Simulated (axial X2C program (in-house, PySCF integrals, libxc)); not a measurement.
**FeOH: the levels of the configuration d7 s0 p(π)0**

Aim: the spin–orbit levels of FeOH that arise from the configuration d7 s0 p(π)0 of Fe, and how they move with the bond.

Computed with an in-house X2C program for linear molecules on PySCF integrals. Level: two-component X2C, average-of-configuration Hartree–Fock and CI in the open shells.

All values are calculated.

## Step 1: The job

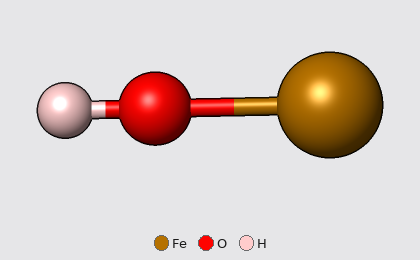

The atoms on one line, bonds 1.842 and 0.950 Å (iron orange, oxygen red, hydrogen pink).

Contents of task.json:

```json
{"zs": [26, 8, 1], "q": 0, "bas": ["dyall-v3z", "dyall-av3z", "dyall-v3z"], "r0": 1.79, "metal": 0, "shells": [[2, [0, 1, 2], 7], [0, [0], 0], [1, [1], 0]], "fix": 0, "emax": 3.2, "nroots": 4, "r2": 0.95}
```

Keys: zs atomic numbers; q charge; bas basis sets; r0 starting distance in Å; metal index of the metal atom; shells open shells as [l, |m| values, electrons]; fix electron count of the first shell held; emax energy window in eV; nroots roots for each Ω; r2 second bond in Å, held.

Command:

```console
$ python soci.py task.json out
```

Two-component X2C with atomic mean-field Coulomb and Gaunt terms, basis Fe dyall-v3z, O dyall-av3z, H dyall-v3z (cores contracted in-house). Orbitals come from Hartree–Fock averaged over the configuration Fe d7 s0 p(π)0; CI then distributes these electrons over the d, s, p(π) shells of Fe.

## Step 2: CI at Fe–O–H held linear, bonds 1.842 and 0.950 Å (the second held)

Output:

```text
average of configuration d7 s0 p(π)0
basis functions 179  fitting functions 987
iter      average energy  largest gradient
   1      -1338.052034940   3.63e+00
   2      -1339.181475392   3.42e+00
   3      -1340.399408272   3.21e+00
   4      -1341.550726649   3.13e+00
   5      -1342.467219181   3.05e+00
   6      -1343.631105503   2.70e+00
   7      -1345.417867932   1.57e+00
   8      -1346.172299430   3.87e-01
   9      -1346.293675758   2.95e-01
  10      -1346.340399863   1.09e-01
  11      -1346.365602528   1.80e-01
  12      -1346.380105079   2.49e-02
  13      -1346.382444890   1.88e-02
  14      -1346.383627124   5.46e-03
  15      -1346.384459838   7.22e-03
  16      -1346.384992285   8.92e-03
  17      -1346.385195030   9.19e-03
  18      -1346.385321410   3.19e-03
  19      -1346.385355095   1.12e-03
  20      -1346.385364497   1.06e-03
  21      -1346.385366715   9.28e-04
  22      -1346.385367652   3.41e-04
  23      -1346.385367977   1.69e-04
  24      -1346.385368223   3.11e-04
  25      -1346.385368414   1.71e-04
  26      -1346.385368616   1.81e-04
  27      -1346.385368710   5.10e-05
  28      -1346.385368723   3.91e-05
  29      -1346.385368726   1.86e-05
converged
CI levels
2*Omega        energy/Eh    cm-1   g(par)  dipole/D  leading shell counts
    7     -1346.47883785        0   9.939   -4.749  {'7 0 0': 0.997}
    5     -1346.47809697      163   6.015   -4.744  {'7 0 0': 0.997}
    3     -1346.47712141      377   2.091   -4.742  {'7 0 0': 0.997}
    1     -1346.47590129      644   1.863   -4.745  {'7 0 0': 0.997}
    9     -1346.47501762      838  12.005   -4.542  {'7 0 0': 0.999}
    7     -1346.47331512     1212   8.068   -4.550  {'7 0 0': 0.999}
    5     -1346.47188482     1526   4.508   -4.549  {'7 0 0': 0.999}
    1     -1346.47154385     1601   1.557   -4.555  {'7 0 0': 0.999}
    3     -1346.47133767     1646   3.996   -4.566  {'7 0 0': 0.999}
    5     -1346.47116934     1683   7.483   -4.582  {'7 0 0': 0.999}
    3     -1346.47035962     1861   0.254   -4.551  {'7 0 0': 0.999}
    1     -1346.47011811     1914   2.346   -4.578  {'7 0 0': 0.999}
    3     -1346.46759976     2466   5.660   -4.493  {'7 0 0': 0.999}
    1     -1346.46687660     2625   1.961   -4.504  {'7 0 0': 0.999}
    5     -1346.40822494    15498   7.996   -4.144  {'7 0 0': 0.951, '6 1 0': 0.045}
    7     -1346.40612586    15958   7.993   -4.534  {'7 0 0': 0.997}
    9     -1346.40214773    16832   9.988   -4.696  {'7 0 0': 0.999}
    7     -1346.39942871    17428   6.002   -4.685  {'7 0 0': 0.998}
    9     -1346.38492779    20611  14.003    3.682  {'6 1 0': 0.997}
   11     -1346.37981187    21734  12.002   -4.567  {'7 0 0': 0.995}
    9     -1346.37835667    22053   8.281   -4.550  {'7 0 0': 0.994}
```

Dipoles in the output refer to the first atom as origin.

Wall time 3.2 s (1 thread of Arm Neoverse V1, shared host); peak memory 0.36 GiB.

Active spinors (ω > 0; filled shells left out):

```
shell    ω  ε (eV)           character
    d  3/2   -4.80           100% Fe d
    d  5/2   -4.68           100% Fe d
    d  1/2   -4.55            95% Fe d
    d  3/2   -4.48            96% Fe d
    d  1/2   -4.01   86% Fe d, 8% Fe s
    s  1/2    0.03  53% Fe s, 40% Fe p
 p(π)  1/2    1.25            96% Fe p
 p(π)  3/2    1.25            96% Fe p
```

The levels:

```
   Ω  energy (cm⁻¹)     g∥  μ (D)  configuration
 7/2              0   9.94  -4.75        100% d7
 5/2            163   6.02  -4.74        100% d7
 3/2            377   2.09  -4.74        100% d7
 1/2            644   1.86  -4.75        100% d7
 9/2            838  12.01  -4.54        100% d7
 7/2           1212   8.07  -4.55        100% d7
 5/2           1526   4.51  -4.55        100% d7
 1/2           1601   1.56  -4.56        100% d7
 3/2           1646   4.00  -4.57        100% d7
 5/2           1683   7.48  -4.58        100% d7
 3/2           1861   0.25  -4.55        100% d7
 1/2           1914   2.35  -4.58        100% d7
 3/2           2466   5.66  -4.49        100% d7
 1/2           2625   1.96  -4.50        100% d7
 5/2          15498   8.00  -4.14         95% d7
 7/2          15958   7.99  -4.53        100% d7
 9/2          16832   9.99  -4.70        100% d7
 7/2          17428   6.00  -4.68        100% d7
 9/2          20611  14.00   3.68     100% d6 s1
11/2          21734  12.00  -4.57        100% d7
```

g∥ is the magnitude of 2⟨Lz + ge Sz⟩ for the +Ω component. μ is positive if the H end is positive.

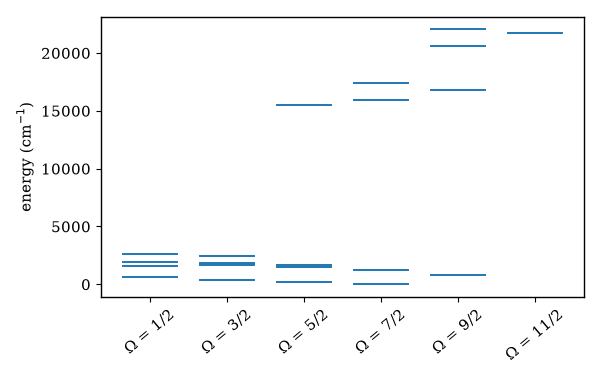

The lowest levels by Ω.

## Step 3: The same at Fe–O–H held linear, bonds 1.778 and 0.950 Å (the second held)

```
  Ω  energy (cm⁻¹)     g∥  μ (D)  configuration
7/2              0   9.97  -4.39        100% d7
5/2            177   6.02  -4.38        100% d7
3/2            397   2.06  -4.38        100% d7
1/2            660   1.93  -4.39        100% d7
9/2           1319  12.01  -4.15        100% d7
7/2           1682   8.03  -4.16        100% d7
5/2           1962   6.60  -4.19        100% d7
1/2           1976   1.42  -4.18        100% d7
3/2           1999   4.09  -4.19        100% d7
5/2           2044   5.39  -4.18        100% d7
```

## Step 4: Curves along the Fe–O bond, the other held

The same input was run at the other distances (logs left out). Energies in cm⁻¹ from the lowest point; levels are followed by energy order within each Ω.

```
R (Å)  (1)Ω=7/2  (1)Ω=5/2  (1)Ω=3/2  (1)Ω=1/2  (1)Ω=9/2  (2)Ω=7/2  (2)Ω=5/2
1.713       953      1144      1370      1630      2883      3240      3346
1.778       119       295       515       778      1437      1800      2080
1.842         0       163       377       644       838      1212      1526
1.916       474       621       829      1102       899      1295      1605
1.989      1374      1513      1717      1986      1525      1960      2251
2.072      2727      2873      3072      3316      2698      3198      3449
2.174      4679      4844      5038      5229      4552      5140      5329
```

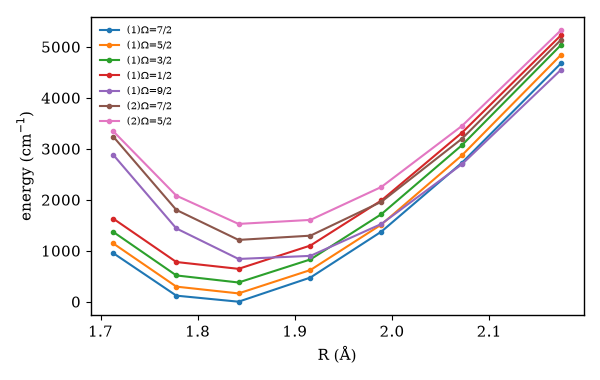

The lowest levels along the scan.

Constants where the minimum is well bracketed:

```
level of the curve  Te (cm⁻¹)  Re (Å)  ωe (cm⁻¹)
          (1)Ω=7/2          0   1.822      589.4
          (1)Ω=5/2        167   1.824      585.8
          (1)Ω=3/2        383   1.825      584.9
          (1)Ω=1/2        649   1.824      587.6
          (1)Ω=9/2        804   1.872      578.7
          (2)Ω=7/2       1185   1.869      587.0
          (2)Ω=5/2       1500   1.870      577.6
```

## Step 5: Results

| quantity | value |
| --- | --- |
| lowest level of the model | Ω = 7/2, g∥ = 9.94, 100% d7 |
| next level | Ω = 5/2, 163 cm⁻¹ higher |
| lowest curve, Re and ωe | 1.822 Å, 589.4 cm⁻¹ |

In words: In the lowest level ⟨Sz⟩ = 1.47 and ⟨Lz⟩ = 2.03; its leading determinant has weight 0.89 among 773. From 1.842 to 1.778 Å the gap from the lowest to the fifth level goes from 838 to 1319 cm⁻¹. Without dynamic correlation distances can be off by several hundredths of an Å, and the wavenumbers are rough. There is no dynamic correlation: spin–orbit spacings and, for f shells, spacings inside one term are the most reliable numbers, splittings between terms come out too wide, and energies between configurations are not reliable, so the lowest level need not be the ground state of the molecule. For d shells the ligand-field splittings (σ, π, δ) and their order can be off by a thousand cm⁻¹ or more. At most 4 roots were kept for each Ω > 0 (twice that for Ω = 0) within 3.2 eV of the lowest, so higher up levels can be missing between those listed; levels with Ω > 0 are doubly degenerate and listed once, Ω = 0 levels singly. Some active spinors are only partly of the character that their shell is named for, so the shell names and counts are nominal. States that fill the shells left empty in the average are placed too high. The molecule was held linear; bending was not examined.
